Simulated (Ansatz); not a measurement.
# Ca3GeS in Imma, a phase reached by a soft mode: following an unstable mode, part 2 of 2

Wanted: the energy along a soft mode of Ca3GeS in Imma, a phase reached by a soft mode and the structure at the end.

Ansatz 0.2.0; DFT PBEsol, scalar-relativistic, plane waves, PAW; PAW set soft_1.

So far. Step 4 (The mode frozen in, largest atomic shift 0.32 Å): The run ends at a pressure of 0.03 GPa, with forces up to 0.071 eV/Å.

The structure was built from a prototype and need not be the compound's stable phase.

## (5) Energy along the mode, all amplitudes (two of the runs are shown above)

An imaginary frequency means negative curvature, so the energy should fall and then rise again as anharmonic terms take over.

Numbers from this step:

| Property | Result |
| --- | --- |
| depth at the lowest point sampled | 1.854 meV/atom |
| largest atomic shift at that point | 0.32 Å |

The energy from the parent by largest atomic shift:

```csv
largest atomic shift (Å),energy from the parent (meV/atom)
0.000,0
0.040,-0.057
0.080,-0.224
0.140,-0.642
0.220,-1.34
0.320,-1.85
0.450,0.128
0.600,11.8
```

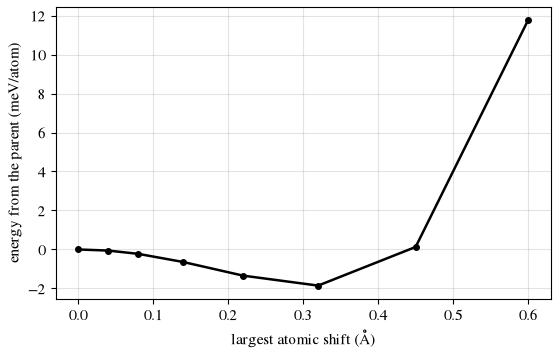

Energy from the parent against largest atomic shift.

Displacement at unit largest shift by atom:

```csv
atom,x (Å),y (Å),z (Å),size
Ge1,0.45,0.00,0.00,0.45
Ge2,0.45,0.00,0.00,0.45
S3,-0.09,0.00,0.00,0.09
S4,-0.09,0.00,0.00,0.09
Ca5,-1.00,0.00,0.00,1.00
Ca6,-1.00,0.00,0.00,1.00
Ca7,0.13,0.00,0.24,0.28
Ca8,0.13,0.00,0.24,0.28
Ca9,0.13,0.00,-0.24,0.28
Ca10,0.13,0.00,-0.24,0.28
```

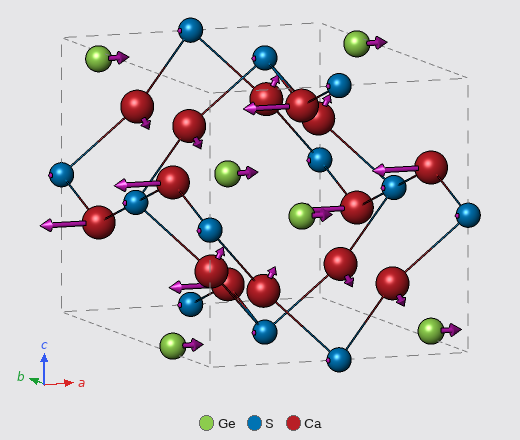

Displacement at unit largest shift as arrows, the longest 1 Å. Some periodic images of atoms are drawn too.

The lowest of the steps tried is at 0.32 Å, 1.85 meV/atom below the parent; the bottom of the well need not coincide with a step.

## (6) Relaxing from the distorted cell

Starting from the lowest point found, all atoms and the cell are let go, so that strain and other modes of the same symmetry can join in.

File input.yaml:

```yaml
crystal:
  lattice:
    - [-3.61272072, 5.278318694, 3.6093241085]
    - [3.61272072, -5.278318694, 3.6093241085]
    - [3.61272072, 5.278318694, -3.6093241085]
  atoms:
    - { symbol: Ge, position: [0.7766534745, 0.0464860262, 0.7698325517] }
    - { symbol: Ge, position: [0.2233465255, 0.9931790772, 0.2698325517] }
    - { symbol: S, position: [0.0, 0.496150535, 0.496150535] }
    - { symbol: S, position: [0.5, 0.496150535, -0.003849465] }
    - { symbol: Ca, position: [0.6264154832, 0.3321275317, 0.2057120485] }
    - { symbol: Ca, position: [0.3735845168, 0.5792965653, 0.7057120485] }
    - { symbol: Ca, position: [0.8357727364, 0.5165105695, 0.8306885887] }
    - { symbol: Ca, position: [0.1858219808, 0.5165105695, 0.1807378331] }
    - { symbol: Ca, position: [0.1642272636, -0.0050841476, 0.6807378331] }
    - { symbol: Ca, position: [0.8141780192, -0.0050841476, 0.3306885887] }
kpoints:
  mp_grid: { grid: [6, 6, 6] }
hamiltonian:
  xc: pbesol
  pseudopotentials: { kind: paw, azcp: { folder: soft_1 }, xc_functional: pbe }
scf:
  occupations: { method: fixed }
output:
  forces: true
  stress: true
  eigenvalues: true
  write_density: true
  write_potential: true
  elf: true
  volumetric_format: npy
relax:
  adjacent_minimum: "off"
  f_tol: 0.002
  max_steps: 120
  cell: { stress_tol: 0.03 }
```

Started as:

```console
$ ansatz run input.yaml --threads 4 --pin off --max-ram 16384MiB --backend cpu --events-out ev --progress --plain --runs-dir out
```

Numbers of over 12 decimals in the logs are rounded to 6 here.

The log of the run:

```text
[...]
Crystal: 10 atoms, lattice volume = 275.306 Å³
Basis set: ecut = 420 eV, 5337 PW (Γ), exchange–correlation on 100×100×100 points (8 copies of the dense FFT grid, shifted against one another)
Bands: 60, of which v1, the nominal top of the filled ones, is band 50 counted from 1 (49 counted from 0)
Symmetry: 4 space group operations
[...]
k-points: 46 of 216 (time reversal used)
[...]
SCF iter   1: F=—  HF=-21052.649787 eV  |F-HF|=—  |Δ(HF+E_count)|=         —  Δρ=3.78e-2  dr2=6.40e0  ethr=3.10e-3  ⟨swp⟩=6.6  Hψ=9694  notcnv=0  defer=282
[...]
SCF iter   9: F=-21050.499682 eV  HF=-21050.499682 eV  |F-HF|=1.04e-8  |Δ(HF+E_count)|=   4.90e-8  Δρ=2.62e-6  dr2=3.18e-8  ethr=1.00e-10  ⟨swp⟩=25.1  Hψ=24921  notcnv=0
SCF 1 converged in 9 iterations: F = -21050.499682 eV  dr2 = 3.18e-8
[...]
relax step   1: F+E_penalty+E_count = -21050.49968247 eV  Δ(F+E_penalty+E_count) = +0.000e0 eV  max|allowed force component| = 6.969e-2 eV/Å  Δτ_max = 0.0000 Å  P = +0.031 GPa  Ω = 275.306 Å³  (9 SCF iters, dr2 threshold 1.00e-7 eV, accepted)
Crystal: 10 atoms, lattice volume = 275.310 Å³
Basis set: ecut = 420 eV, 5345 PW (Γ), exchange–correlation on 100×100×100 points (8 copies of the dense FFT grid, shifted against one another)
[...]
iter 1 solved again at ethr=6.98e-6 eV; its pass at ethr=3.10e-3 eV (dr2=6.98e-3 eV) is discarded
[...]
SCF iter   6: F=-21050.502231 eV  HF=-21050.502231 eV  |F-HF|=1.38e-8  |Δ(HF+E_count)|=   2.08e-8  Δρ=9.18e-6  dr2=3.00e-7  ethr=3.04e-10  ⟨swp⟩=20.8  Hψ=24224  notcnv=0
SCF 2 converged in 6 iterations: F = -21050.502231 eV  dr2 = 3.00e-7
relax step   2: F+E_penalty+E_count = -21050.50223144 eV  Δ(F+E_penalty+E_count) = -2.549e-3 eV  max|allowed force component| = 4.171e-2 eV/Å  Δτ_max = 0.0197 Å  P = +0.020 GPa  Ω = 275.310 Å³  energy of the carried Pulay correction = -1.139e-7 eV  (6 SCF iters, dr2 threshold 3.04e-7 eV, accepted)
Crystal: 10 atoms, lattice volume = 275.420 Å³
Basis set: ecut = 420 eV, 5353 PW (Γ), exchange–correlation on 100×100×100 points (8 copies of the dense FFT grid, shifted against one another)
[...]
SCF iter   6: F=-21050.503242 eV  HF=-21050.503242 eV  |F-HF|=2.69e-8  |Δ(HF+E_count)|=   6.64e-8  Δρ=5.76e-6  dr2=8.18e-8  ethr=1.09e-10  ⟨swp⟩=20.5  Hψ=24166  notcnv=0
SCF 3 converged in 6 iterations: F = -21050.503242 eV  dr2 = 8.18e-8
[...]
relax step   3: F+E_penalty+E_count = -21050.50324234 eV  Δ(F+E_penalty+E_count) = -1.011e-3 eV  max|allowed force component| = 3.021e-2 eV/Å  Δτ_max = 0.0125 Å  P = -0.010 GPa  Ω = 275.420 Å³  energy of the carried Pulay correction = -3.079e-6 eV  (6 SCF iters, dr2 threshold 1.09e-7 eV, accepted)
[...]
relax step   4: F+E_penalty+E_count = -21050.50366125 eV  Δ(F+E_penalty+E_count) = -4.189e-4 eV  max|allowed force component| = 8.880e-3 eV/Å  Δτ_max = 0.0081 Å  P = +0.001 GPa  Ω = 275.390 Å³  energy of the carried Pulay correction = -2.265e-6 eV  (6 SCF iters, dr2 threshold 5.70e-8 eV, accepted)
[...]
relax step   5: F+E_penalty+E_count = -21050.50385905 eV  Δ(F+E_penalty+E_count) = -1.978e-4 eV  max|allowed force component| = 3.953e-3 eV/Å  Δτ_max = 0.0163 Å  P = +0.015 GPa  Ω = 275.354 Å³  energy of the carried Pulay correction = -1.286e-6 eV  (7 SCF iters, dr2 threshold 4.93e-9 eV, accepted)
[...]
relax step   6: F+E_penalty+E_count = -21050.50387758 eV  Δ(F+E_penalty+E_count) = -1.852e-5 eV  max|allowed force component| = 2.112e-3 eV/Å  Δτ_max = 0.0019 Å  P = -0.004 GPa  Ω = 275.463 Å³  energy of the carried Pulay correction = -4.251e-6 eV  (6 SCF iters, dr2 threshold 3.21e-9 eV, accepted)
[...]
relax step   7: F+E_penalty+E_count = -21050.50388079 eV  Δ(F+E_penalty+E_count) = -3.207e-6 eV  max|allowed force component| = 2.442e-4 eV/Å  Δτ_max = 0.0007 Å  P = -0.000 GPa  Ω = 275.436 Å³  energy of the carried Pulay correction = -3.510e-6 eV  (6 SCF iters, accepted)
[...]
SCF iter   1: F=—  HF=-21050.504078 eV  |F-HF|=—  |Δ(HF+E_count)|=         —  Δρ=1.41e-5  dr2=1.68e-8  ethr=3.42e-7  ⟨swp⟩=4.7  Hψ=16433  notcnv=0  defer=361
eigensolver tolerance schedule: the retry pair's looser diagonalisation over-reported the residual by 20313.94 of it (diagonalisation noise at an unbounded share of the residual, at the tolerance the schedule requests for it); recorded, not acted on — ethr = c·dr2/N_el stays at c = 1.0e-1
[...]
SCF iter   2: F=—  HF=-21050.503883 eV  |F-HF|=—  |Δ(HF+E_count)|=   1.95e-4  Δρ=7.13e-6  dr2=4.10e-9  ethr=1.68e-11  ⟨swp⟩=4.5  Hψ=7065  notcnv=0  defer=354
[...]
SCF iter   4: F=-21050.503883 eV  HF=-21050.503883 eV  |F-HF|=3.27e-11  |Δ(HF+E_count)|=   1.21e-8  Δρ=9.56e-8  dr2=2.83e-11  ethr=1.00e-12  ⟨swp⟩=20.2  Hψ=22018  notcnv=0
SCF 8 converged in 4 iterations: F = -21050.503883 eV  dr2 = 2.83e-11
relax step   8: F+E_penalty+E_count = -21050.50388318 eV  Δ(F+E_penalty+E_count) = -2.398e-6 eV  max|allowed force component| = 2.443e-4 eV/Å  Δτ_max = 0.0000 Å  P = -0.000 GPa  Ω = 275.436 Å³  stress off target by 2.03e-4 GPa  SCF on the basis re-selected at this cell (its energy is not comparable with the rows above)  (4 SCF iters)
basis re-selected at this cell: Δ(F+E_penalty+E_count) = -2.398e-6 eV, ΔP = -0.000 GPa vs the last step (what re-selecting the basis moved, of the pressure what is left beyond the Pulay correction that the steps carried, after the strain that the cell walked since its last selection, with what the two solves' SCF thresholds leave and, on support functions, any second-order correction that the steps lacked; it is no m [...]
SCF converged after 4 iterations
Free energy (F): -21050.503883 eV
[...]
Internal energy: -21050.503883 eV  (E = F + TS)
E sigma→0 (E₀):  -21050.503883 eV
Fermi energy:    6.821222 eV
[...]
--- Forces (eV/Å), atoms counted from 1 ---
  atom   1  Ge    -0.00002469     0.00000000    -0.00005107
  atom   2  Ge    -0.00002469     0.00000000     0.00005107
  atom   3  S      0.00008930     0.00000000    -0.00000000
  atom   4  S      0.00008930     0.00000000     0.00000000
  atom   5  Ca     0.00010552     0.00000000     0.00007973
  atom   6  Ca     0.00010552     0.00000000    -0.00007973
  atom   7  Ca    -0.00008509    -0.00003003     0.00024428
  atom   8  Ca    -0.00008509     0.00003003     0.00024428
  atom   9  Ca    -0.00008509     0.00003003    -0.00024428
  atom  10  Ca    -0.00008509    -0.00003003    -0.00024428
  max |Σ_I F_I| component: 9.96e-8 eV/Å
--- Stress (GPa, compression-positive) ---
       -0.000138       0.000000       0.000000
        0.000000      -0.000113       0.000000
        0.000000       0.000000      -0.000203
  P = ⅓ Tr σ = -0.0002 GPa (-0.002 kbar)
--- Band table (eV; the first three rows and the last of 46) ---
  k-point 0: bands = [... 46 lower, 5.9122, 6.4599, 6.5756, 6.6063, 7.4631, 7.6547, 7.7965, 8.5087, ... 6 higher]
  k-point 1: bands = [... 46 lower, 5.9193, 6.0851, 6.4286, 6.4373, 7.7710, 7.8383, 8.0856, 8.3473, ... 6 higher]
  k-point 2: bands = [... 46 lower, 5.7810, 5.9140, 6.1793, 6.1980, 7.9338, 8.1878, 8.3332, 8.3694, ... 6 higher]
  k-point 45: bands = [... 46 lower, 5.6975, 6.0326, 6.1318, 6.8212, 7.4612, 7.9464, 8.1192, 8.2891, ... 6 higher]
--- Relaxed structure (7 steps of the walk, 7 accepted, 1 SCFs on fresh bases) ---
  F+E_penalty+E_count = -21050.50388318 eV   max|allowed force component| = 2.443e-4 eV/Å   (the final SCF, on the basis selected at the relaxed cell)
  cell:  # Å, volume = 275.4358 Å³
    - [-3.626922, 5.261246, 3.608557]
    - [3.626922, -5.261246, 3.608557]
    - [3.626922, 5.261246, -3.608557]
  atoms:
    - { symbol: Ge, position: [0.774930, 0.046634, 0.771704] }
    - { symbol: Ge, position: [0.225070, 0.996773, 0.271704] }
    - { symbol: S, position: [0, 0.495966, 0.495966] }
    - { symbol: S, position: [0.5, 0.495966, -0.00403401] }
    - { symbol: Ca, position: [0.623554, 0.325036, 0.201481] }
    - { symbol: Ca, position: [0.376446, 0.577927, 0.701481] }
    - { symbol: Ca, position: [0.838178, 0.519285, 0.832863] }
    - { symbol: Ca, position: [0.186422, 0.519285, 0.181107] }
    - { symbol: Ca, position: [0.161822, -0.00531493, 0.681107] }
    - { symbol: Ca, position: [0.813578, -0.00531493, 0.332863] }
```

Elapsed: 3.1 min, on 4 threads of Arm Neoverse V1, shared host; peak memory 1 GiB; 12 min of CPU time.

Step by step:

```csv
step,energy less that of the first step (eV),largest force component (eV/Å),pressure (GPa),volume (Å³)
1,0.0000,0.0697,0.03,275.31
2,-0.0025,0.0417,0.02,275.31
3,-0.0036,0.0302,-0.01,275.42
4,-0.0040,0.0089,0.00,275.39
5,-0.0042,0.0040,0.02,275.35
6,-0.0042,0.0021,0.00,275.46
7,-0.0042,0.0002,0.00,275.44
8*,-0.0042,0.0002,0.00,275.44
```

Relaxation steps marked * repeat the geometry before them on a plane-wave basis chosen anew for their cell, so energy and pressure can jump there.

Forces are held to the 4 operations that the run works with; a distortion that breaks them can't arise in this run.

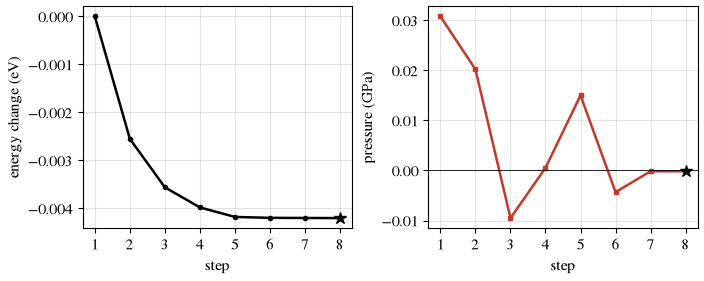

Energy and pressure along the relaxation. Stars mark steps on a basis chosen anew.

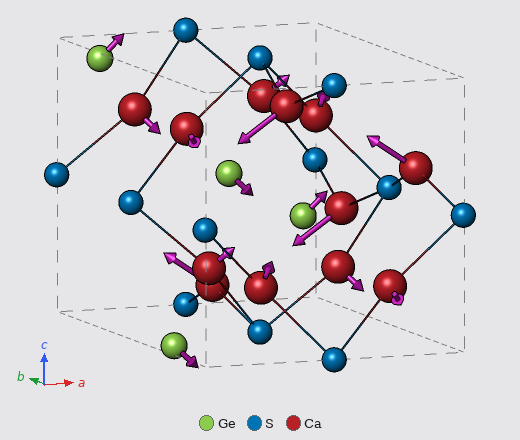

Displacements in the relaxation, exaggerated, measured against the changing cell; the longest in the cell stands for 0.04 Å. Some periodic images of atoms are drawn too.

```csv
"conventional cell, symmetrised",before,after,change
a (Å),10.557,10.522,-0.3 %
b (Å),7.219,7.217,-0.0 %
c (Å),7.225,7.254,+0.4 %
volume (Å³/atom),27.53,27.54,+0.0 %
```

The atoms that moved most (Å, as changes of fractional coordinates times the final cell):

```csv
atom,dx,dy,dz,length
Ca5,-0.031,0.000,-0.021,0.037
Ca6,-0.031,0.000,0.021,0.037
Ge2,0.014,0.000,0.012,0.018
Ge1,0.014,0.000,-0.012,0.018
Ca9,0.009,-0.009,-0.011,0.017
Ca8,0.009,-0.009,0.011,0.017
Ca7,0.009,0.009,0.011,0.017
Ca10,0.009,0.009,-0.011,0.017
```

Numbers from this step:

| Property | Result |
| --- | --- |
| pressure | -1.51e-4 GPa |
| gap on the k-mesh | 0.6400 eV |
| volume per atom | 27.54 Å³ |

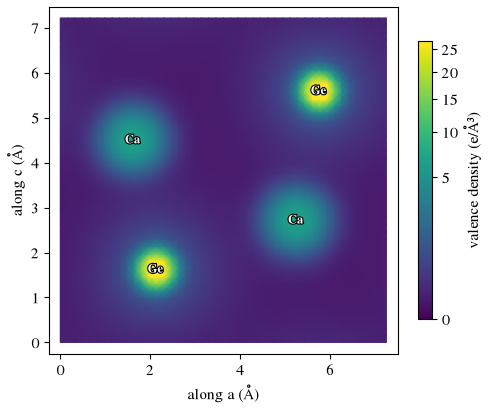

Valence density in the ac plane of the conventional cell at fractional y = 0.250, with atoms of Ge and Ca within 0.2 Å of it. It is the smooth field of the valence electrons, not physical close to the nuclei. The map starts off the cell's origin, so that atoms lie inside it. The colour scale is stretched toward low values.

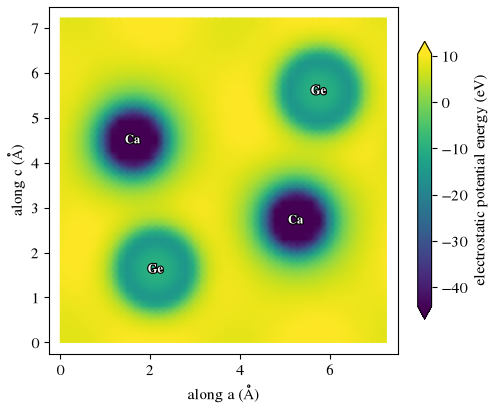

Electrostatic potential energy in the ac plane of the conventional cell at fractional y = 0.250, with atoms of Ge and Ca within 0.2 Å of it. With pseudopotentials it is smooth inside the atoms' cores, unlike the true potential. The map starts off the cell's origin, so that atoms lie inside it.

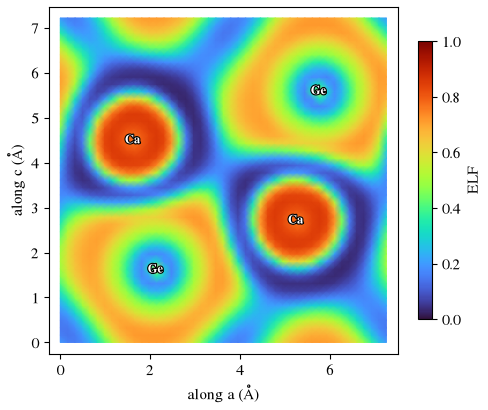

ELF in the ac plane of the conventional cell at fractional y = 0.250, with atoms of Ge and Ca within 0.2 Å of it. It is the smooth field of the valence electrons, not physical close to the nuclei. The map starts off the cell's origin, so that atoms lie inside it.

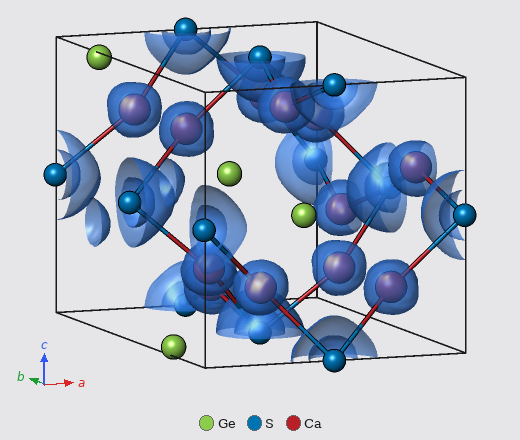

Surface of ELF = 0.79.

The distorted start has space group Ima2; the relaxation ends in Ima2.

## (7) The new phase in its own primitive cell

The relaxed structure is symmetrised, reduced to its primitive cell and relaxed tightly, as its phonons need.

File input.yaml:

```yaml
crystal:
  lattice:
    - [-5.2612461893, 3.6085566393, 3.6269222705]
    - [5.2612461893, -3.6085566393, 3.6269222705]
    - [5.2612461893, 3.6085566393, -3.6269222705]
  atoms:
    - { symbol: Ge, position: [0.0032266701, 0.2282963408, 0.2749303294] }
    - { symbol: Ge, position: [0.9533660114, 0.7282963408, 0.7250696706] }
    - { symbol: S, position: [0.5040340137, 0.5040340137, 0.0] }
    - { symbol: S, position: [0.5040340137, 0.0040340137, 0.5] }
    - { symbol: Ca, position: [0.4220725852, 0.7985185216, 0.1235540636] }
    - { symbol: Ca, position: [0.6749644579, 0.2985185216, 0.8764459364] }
    - { symbol: Ca, position: [0.0053149289, 0.1671369542, 0.6864223162] }
    - { symbol: Ca, position: [0.0053149289, 0.8188926127, 0.3381779747] }
    - { symbol: Ca, position: [0.480714638, 0.3188926127, 0.3135776838] }
    - { symbol: Ca, position: [0.480714638, 0.6671369542, 0.6618220253] }
kpoints:
  mp_grid: { grid: [6, 6, 6] }
hamiltonian:
  xc: pbesol
  pseudopotentials: { kind: paw, azcp: { folder: soft_1 }, xc_functional: pbe }
scf:
  occupations: { method: fixed }
output:
  forces: true
  stress: true
  eigenvalues: true
relax:
  adjacent_minimum: "off"
  f_tol: 0.001
  max_steps: 60
  cell: { stress_tol: 0.01 }
```

The log of the run:

```text
[...]
Crystal: 10 atoms, lattice volume = 275.436 Å³
Basis set: ecut = 420 eV, 5345 PW (Γ), exchange–correlation on 100×100×100 points (8 copies of the dense FFT grid, shifted against one another)
Bands: 60, of which v1, the nominal top of the filled ones, is band 50 counted from 1 (49 counted from 0)
Symmetry: 4 space group operations
[...]
- { symbol: S, position: [0.504034, 0.00403401, 0.5] }
    - { symbol: Ca, position: [0.4220725852, 0.798519, 0.123554] }
    - { symbol: Ca, position: [0.674964, 0.298519, 0.876446] }
    - { symbol: Ca, position: [0.00531493, 0.167137, 0.6864223162] }
    - { symbol: Ca, position: [0.00531493, 0.8188926127, 0.3381779747] }
    - { symbol: Ca, position: [0.480715, 0.318893, 0.313578] }
    - { symbol: Ca, position: [0.480715, 0.667137, 0.6618220253] }
[key lines of the parts left out:]
SCF converged after 7 iterations
Free energy (F): -21050.503883 eV
Fermi energy:    6.821222 eV
P = ⅓ Tr σ = -0.0002 GPa (-0.002 kbar)
```

The job ended after 53 s (4 threads; peak memory 1 GiB).

Little changed from the start: no atom moved by 0.005 Å and no cell edge by 0.1 %.

This step gave:

```yaml
pressure: -1.50e-4 GPa
direct_gap_on_mesh: 0.6400 eV
```

The largest force component left is 0.24 meV/Å and the pressure is 0.000 GPa, within the tolerances set. The cell now holds 27.54 Å³/atom.

## (8) The phases reached

The phases reached along the modes that were followed are set side by side.

Energies are those of the first relaxation, on the mesh of the frozen mode; space group, volume and gap are those of the last relaxation. Phases, by row:

```csv
mode frozen in,space group,energy from parent (meV/atom),volume (Å³/atom),gap on mesh (eV),lowest zone-centre optical mode (cm⁻¹),largest shift (Å)
parent,Imma,0,27.53,0.595,–,–
"q = (0, 0, 0), 40i cm⁻¹",Ima2,-2.27,27.54,0.64,–,0.328
```

## (9) Results

```
unstable mode of the parent                                                      : q = (0, 0, 0), 40i cm⁻¹
depth at the lowest point sampled                                                : 1.85 meV/atom
largest atomic shift at that point                                               : 0.32 Å
space group reached (within 0.01 Å)                                              : Ima2
energy gained over the parent (first relaxation, on the mesh of the frozen mode) : 2.27 meV/atom
volume per atom, phase reached                                                   : 27.5 Å³
gap on the k-mesh, phase reached                                                 : 0.640 eV
```

In words: Along this mode the structure falls into Ima2, 2.27 meV/atom below the parent. At the parent's cell the well is 1.854 meV/atom deep on the steps tried, with its lowest point at a shift of 0.32 Å. Relaxing atoms and cell changes the gain by +0.42 meV/atom against the lowest step (energies at zero smearing). The modes of the phase reached were not computed on this path. Each path keeps the symmetry of its pattern, so a lower phase may lie along a pattern not tried. With the field response the log warns that the k mesh is coarse for the force constants too, so the frequencies may not be converged. The PAW files were made for PBE and serve the other functionals too. The starting cell was built on a prototype and not taken from a measurement, so the phase need not exist.

[Logs are printed without paths, hosts, clocks, repeated set-up lines and the standing remarks that a program may print on its own settings, such as how far it seeks lower states.]

[Hosts, paths, dates, database ids (printed as entryN), source tags and the programs' standing remarks are cut or masked in the printed files.]
